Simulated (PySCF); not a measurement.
# SiPb: from the state search to spectroscopic constants

Aim: find the lowest electronic state of SiPb, scan its bond at several levels of theory, and get bond length, wavenumber and dissociation energy from each curve.

Method: Si def2-SVP, Pb def2-SVP with ECP60, scalar-relativistic core potentials; program: PySCF 2.14.0.

**1. The job**

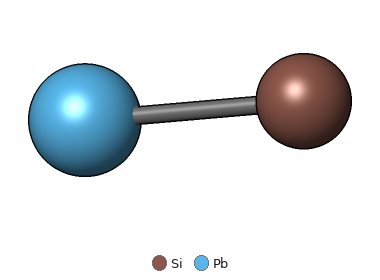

The two atoms at the starting distance (silicon brown, lead blue).

The job is set up so:

```json
{
 "atoms": "Si, Pb",
 "charge": "0",
 "basis": "Si def2-SVP, Pb def2-SVP with ECP60",
 "Hamiltonian": "scalar-relativistic core potentials",
 "basis functions": "44",
 "electrons treated": "36",
 "masses in u": "27.9769, 207.9766",
 "levels": "PBE0, PBE, r²SCAN, M06, BLYP, M06-2X, CAM-B3LYP, HF, MP2, SCS-MP2, CCSD, CCSD(T)",
 "grid": "80 radial by 434 angular points",
 "occupations": "held fixed by the projection of orbital angular momentum",
 "dissociation limit": "Si + Pb, each in its ground configuration",
 "starting distance in angstrom": "2.510",
 "values of 2S to try": "0, 2, 4"
}
```

Run with:

```console
> OMP_NUM_THREADS=1 python dia.py task.json out
```

After this run come: PBE0 along the bond; Excited determinants; PBE (GGA); r²SCAN (meta-GGA); M06; BLYP (GGA); M06-2X (hybrid meta-GGA); CAM-B3LYP (range-separated hybrid); UHF (mean field); Adding correlation.

Before running it: what results should come out? Wanted: for each run, Re; ωe; De; μ.

**Answer**, as computed:

Lowest PBE0 solution found, without spin–orbit coupling: ³Σ⁻ (triplet), unpaired electrons π ↑↑. State 2 has its PBE0 minimum 0.19 eV higher, as a spin-mixed determinant (⟨S²⟩ = 1.00), so this is no gap between pure states. State 3 has its PBE0 minimum 0.25 eV higher. State 4 has its PBE0 minimum 0.43 eV higher, as a spin-mixed determinant (⟨S²⟩ = 1.01), so this is no gap between pure states. The other levels ran on the lowest alone.

```
      level  Re (Å)  ωe (cm⁻¹)  De (eV)  μ (D)
        UHF   2.552        358     0.84   1.69
    UHF-MP2   2.602        316     2.01    n/a
UHF-SCS-MP2   2.592        324     1.79    n/a
   UHF-CCSD   2.603        320     1.88    n/a
UHF-CCSD(T)   2.620        308     2.04    n/a
        PBE   2.637      299.8     2.82   1.52
       BLYP   2.669      285.5     2.68   1.23
     r²SCAN   2.605        315     2.57   1.62
       PBE0   2.592        324     2.54   1.63
        M06   2.625        310     3.08   1.76
     M06-2X   2.566        334     2.21   1.32
  CAM-B3LYP   2.567        337     2.29   1.31
```

De is counted to Si + Pb in their ground configurations. A positive dipole means Si(−)Pb(+).

What this shows: The methods spread over 0.117 Å in bond length, from UHF to BLYP. Of the levels with a De here, UHF gives the least (0.84 eV) and M06 the most (3.08 eV).

Correlated steps freeze 9 core orbitals. Spin–orbit coupling is left out, which matters for elements this heavy, above all for dissociation energies. T1 is 0.015 near the minimum (highest on the curve 0.065), which may point to more than one leading configuration. At UHF the stretched side of the curve climbs above De, by a hump or because the determinant held fixed goes to a higher limit. With spin–orbit coupling the term label itself may not hold.
